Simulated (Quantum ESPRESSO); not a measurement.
# Zr (Zirconium): from the cell to the phonon bands

How does Zr (Zirconium) vibrate, and is this structure a minimum?

Program: Quantum ESPRESSO 7.5. Level of theory: DFT LDA, scalar-relativistic, plane waves, PseudoDojo norm-conserving pseudopotentials. Results are calculated unless marked as measured.

This is not the structure that Zr takes at ambient pressure and room temperature (hexagonal, No. 194); it is a model or a phase of other conditions.

### 1. Set-up

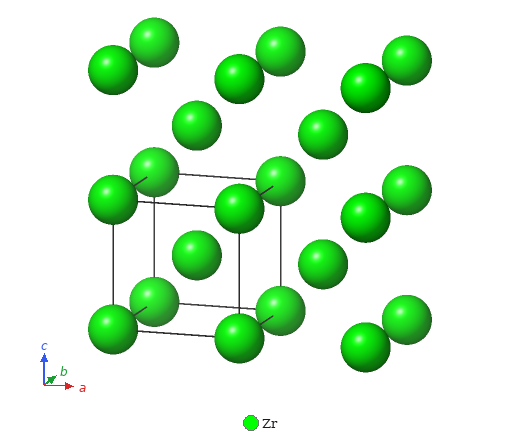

The starting structure, seen slightly off an axis (zirconium green). 2×1×2 cells are drawn. This picture shows the conventional cell, with its axes. Some periodic images of atoms are drawn too.

### 2. A probe with smearing

A cheap run with smearing and empty bands tells whether the crystal has a gap, which decides between fixed occupations and smearing later on.

probe.in

```
 &control
    calculation='scf',
    prefix='x',
    outdir='./tmp',
    pseudo_dir='./pseudo',
    tprnfor=.true.,
    tstress=.true.,
    verbosity='high',
 /
 &system
    ibrav=0,
    nat=1,
    ntyp=1,
    ecutwfc=77.0,
    occupations='smearing',
    smearing='gaussian',
    degauss=0.01,
 /
 &electrons
    conv_thr=1.0d-07,
    mixing_beta=0.7,
    electron_maxstep=100,
 /
ATOMIC_SPECIES
 Zr     91.2240  Zr.upf
CELL_PARAMETERS angstrom
     1.810000000    1.810000000    1.810000000
    -1.810000000    1.810000000    1.810000000
    -1.810000000   -1.810000000    1.810000000
ATOMIC_POSITIONS crystal
 Zr     0.000000000   0.000000000   0.000000000
K_POINTS automatic
 8 8 8 0 0 0
```

Launch:

```bash
> OMP_NUM_THREADS=1 mpirun -n 4 pw.x -nk 4 -in probe.in > probe.out
```

Log:

```text
[banners, grids, parts of the stress and lines that vanish by symmetry left out]
Program PWSCF v.7.5
     Message from routine setup:
     using ibrav=0 with symmetry is DISCOURAGED, use correct ibrav instead
[...]
kinetic-energy cutoff     =      77.0000  Ry
     charge density cutoff     =     308.0000  Ry
     scf convergence threshold =      1.0E-07
[...]
Exchange-correlation= SLA  PW   NOGX NOGC
                           (   1   4   0   0   0   0   0)
[...]
48 Sym. Ops., with inversion, found
[...]
(     0          1          0      )
                  (     0          0          1      )
[...]
(  0.0000000  1.0000000  0.0000000 )
                  (  0.0000000  0.0000000  1.0000000 )
[...]
(     1         -1          1      )
                  (     1          0          0      )
[...]
(  1.0000000 -0.0000000  0.0000000 )
                  (  0.0000000 -1.0000000  0.0000000 )
[...]
(     1          0          0      )
                  (     0          0         -1      )
[...]
( -1.0000000  0.0000000  0.0000000 )
                  ( -0.0000000  1.0000000  0.0000000 )
[...]
number of k points=    29  Gaussian smearing, width (Ry)=  0.0100
[...]
End of self-consistent calculation
[...]
the Fermi energy is    13.2665 ev
!    total energy              =    -101.35871780 Ry
[...]
convergence has been achieved in   5 iterations
[...]
atom    1 type  1   force =     0.00000000    0.00000000    0.00000000
[...]
Total force =     0.000000     Total SCF correction =     0.000000
[...]
total   stress  (Ry/bohr**3)                   (kbar)     P=      -89.27
[...]
XML data file, charge density, pseudopotentials, collected wavefunctions

   JOB DONE.
```

Run time: 2.4 s. Hardware: 4 MPI ranks of Arm Neoverse V1, shared host.

Read from the output:

```
volume per atom   : 23.72 Å³
pressure          : -8.927 GPa
gap on the k-mesh : 0 eV
```

No gap opens on this mesh, so smearing is kept; the start stands at -8.9 GPa.

### 3. Relaxation

The relaxation runs at a cutoff a fifth above that of the response, since stress converges more slowly with the basis than frequencies do. Forces and stress are brought to rest with tight thresholds.

relax.in

```
 &control
    calculation='vc-relax',
    prefix='x',
    outdir='./tmp',
    pseudo_dir='./pseudo',
    tprnfor=.true.,
    tstress=.true.,
    forc_conv_thr=2.0d-05,
    etot_conv_thr=1.0d-07,
    nstep=40,
 /
 &system
    ibrav=0,
    nat=1,
    ntyp=1,
    ecutwfc=92,
    occupations='smearing',
    smearing='mv',
    degauss=0.02,
 /
 &electrons
    conv_thr=1.0d-11,
    mixing_beta=0.7,
    electron_maxstep=100,
 /
 &ions
 /
 &cell
    press_conv_thr=0.2,
 /
ATOMIC_SPECIES
 Zr     91.2240  Zr.upf
CELL_PARAMETERS angstrom
     1.810000000    1.810000000    1.810000000
    -1.810000000    1.810000000    1.810000000
    -1.810000000   -1.810000000    1.810000000
ATOMIC_POSITIONS crystal
 Zr     0.000000000   0.000000000   0.000000000
K_POINTS automatic
 14 14 14 0 0 0
```

Launch:

```bash
> OMP_NUM_THREADS=1 mpirun -n 4 pw.x -nk 4 -in relax.in > relax.out
```

Log:

```text
[banners, grids, parts of the stress and lines that vanish by symmetry left out]
[banner, memory and clock lines left out]
Program PWSCF v.7.5

[...]
kinetic-energy cutoff     =      92.0000  Ry
     charge density cutoff     =     368.0000  Ry
     scf convergence threshold =      1.0E-11
[...]
energy convergence thresh.=      1.0E-07
     force convergence thresh. =      2.0E-05
     press convergence thresh. =      2.0E-01
     Exchange-correlation= SLA  PW   NOGX NOGC
                           (   1   4   0   0   0   0   0)
[...]
48 Sym. Ops., with inversion, found
[...]
number of k points=   104  Marzari-Vanderbilt smearing, width (Ry)=  0.0200
[...]
End of self-consistent calculation
[...]
the Fermi energy is    13.2604 ev
!    total energy              =    -101.35825621 Ry
[...]
convergence has been achieved in   8 iterations
[...]
atom    1 type  1   force =     0.00000000    0.00000000    0.00000000
     Total force =     0.000000     Total SCF correction =     0.000000
[...]
total   stress  (Ry/bohr**3)                   (kbar)     P=      -96.75
[...]
number of bfgs steps    =   0
[...]
CELL_PARAMETERS (angstrom)
[...]
ATOMIC_POSITIONS (crystal)
Zr               0.0000000000        0.0000000000        0.0000000000
[...]
New effective cutoffs (rho, wfc):  380.22   95.10
[...]
End of self-consistent calculation
[...]
the Fermi energy is    14.0651 ev
!    total energy              =    -101.36244851 Ry
[...]
convergence has been achieved in   6 iterations
[...]
atom    1 type  1   force =     0.00000000    0.00000000    0.00000000
     Total force =     0.000000     Total SCF correction =     0.000000
[...]
total   stress  (Ry/bohr**3)                   (kbar)     P=      -60.65
[...]
number of bfgs steps    =   1
[...]
CELL_PARAMETERS (angstrom)
[...]
ATOMIC_POSITIONS (crystal)
Zr               0.0000000000        0.0000000000        0.0000000000
[...]
New effective cutoffs (rho, wfc):  400.03  100.05
[...]
End of self-consistent calculation
[...]
the Fermi energy is    15.3671 ev
!    total energy              =    -101.36455701 Ry
[...]
convergence has been achieved in   8 iterations
[...]
atom    1 type  1   force =     0.00000000    0.00000000    0.00000000
     Total force =     0.000000     Total SCF correction =     0.000000
[...]
total   stress  (Ry/bohr**3)                   (kbar)     P=        9.17
[...]
number of bfgs steps    =   2
[...]
CELL_PARAMETERS (angstrom)
[...]
ATOMIC_POSITIONS (crystal)
Zr               0.0000000000        0.0000000000        0.0000000000
[...]
New effective cutoffs (rho, wfc):  397.45   99.41
[...]
End of self-consistent calculation
[...]
the Fermi energy is    15.1972 ev
!    total energy              =    -101.36459581 Ry
[...]
convergence has been achieved in   6 iterations
[...]
atom    1 type  1   force =     0.00000000    0.00000000    0.00000000
     Total force =     0.000000     Total SCF correction =     0.000000
[...]
total   stress  (Ry/bohr**3)                   (kbar)     P=       -0.78
[...]
number of bfgs steps    =   3
[...]
CELL_PARAMETERS (angstrom)
[...]
ATOMIC_POSITIONS (crystal)
Zr               0.0000000000        0.0000000000        0.0000000000
[...]
New effective cutoffs (rho, wfc):  397.66   99.46
[...]
End of self-consistent calculation
[...]
the Fermi energy is    15.2105 ev
!    total energy              =    -101.36459610 Ry
[...]
convergence has been achieved in   4 iterations
[...]
atom    1 type  1   force =     0.00000000    0.00000000    0.00000000
     Total force =     0.000000     Total SCF correction =     0.000000
[...]
total   stress  (Ry/bohr**3)                   (kbar)     P=       -0.01
[...]
number of bfgs steps    =   4
[...]
small trust_radius: resetting bfgs history
[...]
CELL_PARAMETERS (angstrom)
[...]
ATOMIC_POSITIONS (crystal)
Zr               0.0000000000        0.0000000000        0.0000000000
[...]
New effective cutoffs (rho, wfc):  397.66   99.46
[...]
End of self-consistent calculation
[...]
the Fermi energy is    15.2106 ev
!    total energy              =    -101.36459610 Ry
[...]
convergence has been achieved in   1 iterations
[...]
atom    1 type  1   force =     0.00000000    0.00000000    0.00000000
     Total force =     0.000000     Total SCF correction =     0.000000
[...]
total   stress  (Ry/bohr**3)                   (kbar)     P=       -0.00
[...]
bfgs converged in   6 scf cycles and   5 bfgs steps
[...]
End of BFGS Geometry Optimization
     Final enthalpy           =    -101.3645960961 Ry
     File ./tmp/x.bfgs deleted, as requested
[...]
CELL_PARAMETERS (angstrom)
[...]
ATOMIC_POSITIONS (crystal)
Zr               0.0000000000        0.0000000000        0.0000000000
[...]
Final scf calculation at the relaxed structure.
[...]
kinetic-energy cutoff     =      92.0000  Ry
     charge density cutoff     =     368.0000  Ry
     scf convergence threshold =      1.0E-13
[...]
press convergence thresh. =      2.0E-01
     Exchange-correlation= SLA  PW   NOGX NOGC
                           (   1   4   0   0   0   0   0)
[...]
48 Sym. Ops., with inversion, found
[...]
number of k points=   104  Marzari-Vanderbilt smearing, width (Ry)=  0.0200
[...]
End of self-consistent calculation
[...]
the Fermi energy is    15.2106 ev
!    total energy              =    -101.36459165 Ry
[...]
convergence has been achieved in   9 iterations
[...]
atom    1 type  1   force =     0.00000000    0.00000000    0.00000000
     Total force =     0.000000     Total SCF correction =     0.000000
[...]
total   stress  (Ry/bohr**3)                   (kbar)     P=        0.01
[...]
XML data file, charge density, pseudopotentials, collected wavefunctions
```

Elapsed: 48 s, on 4 MPI ranks; 3.2 min of CPU time.

The steps of the relaxation:

| step | energy less that of the first step (eV) | largest force (eV/Å) | pressure (GPa) | volume (Å³) |
| --- | --- | --- | --- | --- |
| 1 | 0.0000 | 0.0000 | -9.68 | 23.72 |
| 2 | -0.0570 | 0.0000 | -6.06 | 22.57 |
| 3 | -0.0857 | 0.0000 | 0.92 | 20.91 |
| 4 | -0.0863 | 0.0000 | -0.08 | 21.12 |
| 5 | -0.0863 | 0.0000 | 0.00 | 21.10 |
| 6 | -0.0863 | 0.0000 | 0.00 | 21.10 |
| 7 | -0.0862 | 0.0000 | 0.00 | 21.10 |

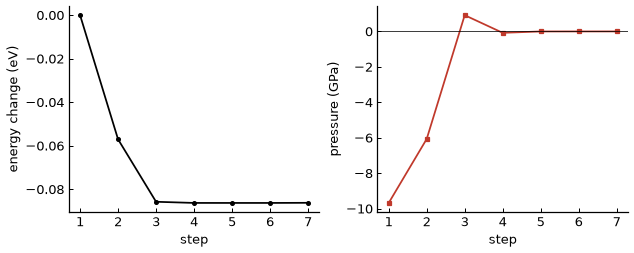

Energy and pressure along the relaxation.

```csv
"conventional cell, symmetrised",before,after,change
a (Å),3.620,3.482,-3.8 %
b (Å),3.620,3.482,-3.8 %
c (Å),3.620,3.482,-3.8 %
volume (Å³/atom),23.72,21.10,-11.0 %
```

The relaxed structure:

```
CELL_PARAMETERS angstrom
1.74076 1.74076 1.74076
-1.74076 1.74076 1.74076
-1.74076 -1.74076 1.74076
ATOMIC_POSITIONS crystal
Zr 0.00000 0.00000 0.00000
```

The last row of the table of steps is pw.x's closing run on a basis chosen anew for the final cell, so its energy can jump.

Numbers from this step:

* volume per atom: 21.10 Å³
* pressure: 0.001 GPa

The volume changes by -11.0 % from the cell with which this run began.

### 4. Self-consistent run for the response

The response is built on this ground state, so it is converged far tighter than an energy would need. Smearing stays on, as the first look found no gap above 0.3 eV.

scf.in

```
 &control
    calculation='scf',
    prefix='x',
    outdir='./tmp',
    pseudo_dir='./pseudo',
    tprnfor=.true.,
    tstress=.true.,
 /
 &system
    ibrav=0,
    nat=1,
    ntyp=1,
    ecutwfc=77.0,
    occupations='smearing',
    smearing='mv',
    degauss=0.02,
 /
 &electrons
    conv_thr=1.0d-12,
    mixing_beta=0.7,
    electron_maxstep=100,
 /
ATOMIC_SPECIES
 Zr     91.2240  Zr.upf
CELL_PARAMETERS angstrom
     1.740764116    1.740764116    1.740764116
    -1.740764116    1.740764116    1.740764116
    -1.740764116   -1.740764116    1.740764116
ATOMIC_POSITIONS crystal
 Zr     0.000000000   0.000000000   0.000000000
K_POINTS automatic
 16 16 16 0 0 0
```

Launch:

```bash
> OMP_NUM_THREADS=1 mpirun -n 4 pw.x -nk 4 -in scf.in > scf.out
```

Log:

```text
[banners, grids, parts of the stress and lines that vanish by symmetry left out]
[banner, memory and clock lines left out]
Program PWSCF v.7.5

[...]
kinetic-energy cutoff     =      77.0000  Ry
     charge density cutoff     =     308.0000  Ry
     scf convergence threshold =      1.0E-12
[...]
Exchange-correlation= SLA  PW   NOGX NOGC
                           (   1   4   0   0   0   0   0)
[...]
48 Sym. Ops., with inversion, found
[...]
number of k points=   145  Marzari-Vanderbilt smearing, width (Ry)=  0.0200
[...]
End of self-consistent calculation
[...]
the Fermi energy is    15.2078 ev
!    total energy              =    -101.36445007 Ry
[...]
convergence has been achieved in   8 iterations
[...]
atom    1 type  1   force =     0.00000000    0.00000000    0.00000000
     Total force =     0.000000     Total SCF correction =     0.000000
[...]
total   stress  (Ry/bohr**3)                   (kbar)     P=        0.43
[...]
XML data file, charge density, pseudopotentials, collected wavefunctions
```

It took 6.4 s on 4 MPI ranks; 25 s of CPU time.

This step gave:

```yaml
pressure: 0.04300 GPa
```

The cell stands at 0.043 GPa, close enough for phonons.

(Continued in part 2 of 3.)

[Host names and launcher messages were left out of these logs when they were recorded.]

[Logs are printed without paths, hosts, clocks, repeated set-up lines and the standing remarks that a program may print on its own settings, such as how far it seeks lower states.]

[Hosts, paths, dates, database ids (printed as entryN), source tags and the programs' standing remarks are cut or masked in the printed files.]
